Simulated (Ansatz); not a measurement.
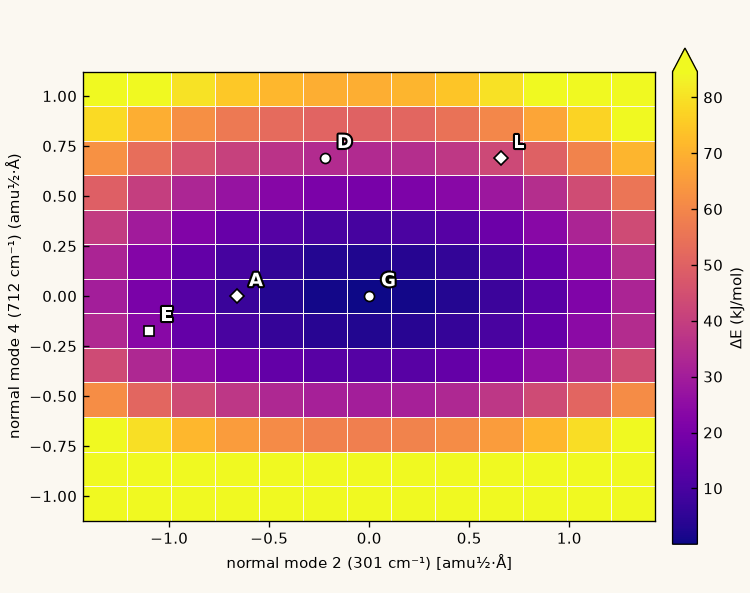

CH2FNSi, SMILES F[SiH]1C=N1. Coordinates scanned: (1) normal mode 2 (301 cm⁻¹); (2) normal mode 4 (712 cm⁻¹). Nothing is relaxed (straight displacements along the two mass-weighted modes). Grid: 13 × 13 points. Points are written as (first, second). Energies are in kJ/mol, from the relaxed molecule at the same level. The restricted reference is unstable at some or all points, so the energies there are unreliable. Computed with RHF-MP2, frozen core/def2-TZVP in Ansatz.

In the figure: one coloured cell a grid point, one colour for all values above the top of the scale, lettered points.

### Is D the lowest point of the computed grid?

No. D lies 34 kJ/mol above the lowest grid point, which is at (0.00 amu½·Å, 0.000 amu½·Å).

### What kind of point is each of D, E, G, L: minimum, saddle, maximum or slope?

D: on a slope; E: on a slope; G: minimum; L: on a slope. (In these two coordinates alone; a stationary point may lie a little off the grid point.)

### Rank the lettered points by energy, lowest first.

G (0 kJ/mol), A (7 kJ/mol), E (24 kJ/mol), D (34 kJ/mol), L (43 kJ/mol).
